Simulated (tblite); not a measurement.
Run report: BSi$_{6}$H$_{13}$, frequency calculation

- system: BSi$_{6}$H$_{13}$
- method: GFN2-xTB harmonic vibrations, gas phase (tblite 0.8.0)

It belongs to a series of runs on one base structure; here: C replaced by Si.

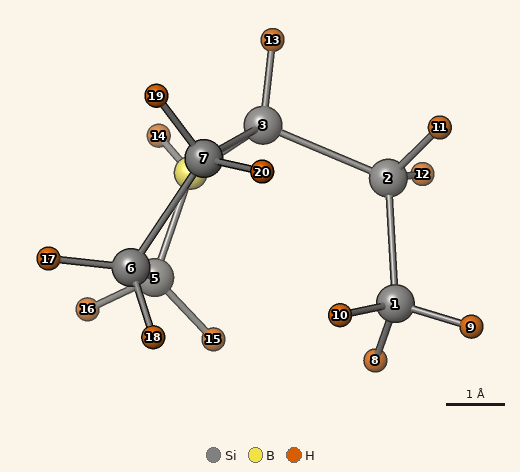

**Figure 1.** The structure (ball-and-stick view, seen at a tilt; atoms are numbered from 1 in the order of the input).

**The input**
```
{"job": {"kind": "ir", "xc": "GFN2-xTB", "basis": "xTB"}, "charge": 0, "multiplicity": 1}
Si     2.301467    -1.555701    -0.143059
Si     2.323861     0.749775    -0.233708
Si     0.224672     1.758968     0.045851
B     -1.057838     1.441408    -1.389214
Si    -1.795124    -0.367627    -1.525867
Si    -2.217303    -0.884478     0.735002
Si    -0.852378     0.646400     1.850204
H      1.907144    -2.151074    -1.420884
H      3.580408    -2.172920     0.214193
H      1.324822    -2.020788     0.850153
H      3.257091     1.285147     0.771773
H      2.931680     1.191630    -1.501518
H      0.481900     3.176341     0.400408
H     -1.559452     2.333963    -1.966805
H     -0.849618    -1.398914    -2.001758
H     -2.977333    -0.592625    -2.379877
H     -3.631251    -0.750902     1.118048
H     -1.918058    -2.280067     1.077591
H     -1.606849     1.553559     2.726709
H      0.127012     0.048584     2.769722
```

The first line tells a small driver script what to run in tblite; the rest is the geometry in Å.

Command:
```bash
OMP_NUM_THREADS=1 python <driver script> task.json out
```

**Output**
```
mode    cm-1     km/mol
  1      -5.8      0.02
  2      37.8      0.12
  3      41.7      0.18
  4      71.7      0.15
  5      82.2      0.51
  6     109.3      2.96
  7     119.7      0.53
  8     180.8      0.03
  9     233.9      1.62
 10     290.0     34.25
 11     317.9      2.24
 12     322.2     22.45
 13     349.8      9.42
 14     366.8     14.13
 15     386.5     37.67
 16     389.1     14.07
 17     419.1      9.22
 18     434.5      8.29
 19     440.3     10.14
 20     452.3      3.32
 21     477.9    100.01
 22     489.6    106.56
 23     499.9     12.54
 24     517.8     14.70
 25     542.8     11.03
 26     552.5     60.91
 27     556.8     80.24
 28     579.0     55.01
 29     586.0    547.82
 30     612.2    212.20
 31     639.4     39.31
 32     653.7    115.56
 33     745.3      6.78
 34     788.3    454.53
 35     817.4    179.47
 36     828.1    114.68
 37     829.3     56.56
 38     842.6    423.79
 39     845.0    348.57
 40     860.4    168.87
 41     939.5      3.17
 42    2049.7    353.80
 43    2112.7    195.49
 44    2136.6    202.36
 45    2140.4    308.61
 46    2146.9    155.62
 47    2151.1     83.30
 48    2167.5    819.00
 49    2168.7    288.72
 50    2186.9    335.94
 51    2201.5    272.01
 52    2236.9    375.53
 53    2244.7    203.83
 54    2600.4    114.80
```

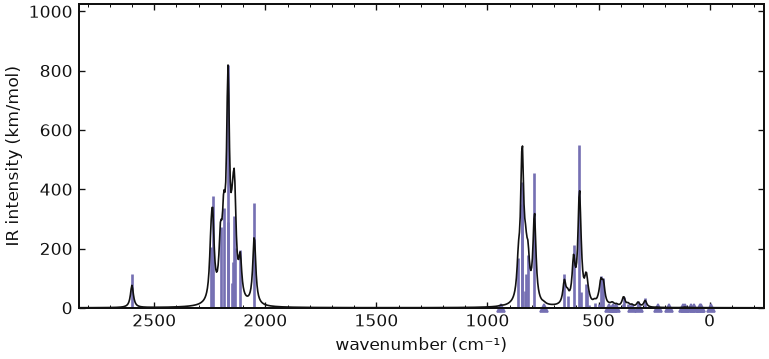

**Figure 2.** Harmonic infrared spectrum, unscaled: sticks (degenerate modes added up, dark ones marked on the axis) with a Lorentzian envelope of 16 cm⁻¹ full width, scaled to the tallest stick. 54 modes from 6i to 2600 cm⁻¹, none imaginary beyond the noise of the force constants (under 8i cm⁻¹). The strongest line is at 2168 cm⁻¹ (819 km/mol).

**Key numbers**

- outcome: converged
- total energy: −493.1517 eV
- zero-point energy: 68.3230 kcal/mol
- hardware: 1 CPU thread, shared host
- wall time: 5.6 s
- peak memory: 0.18 GiB
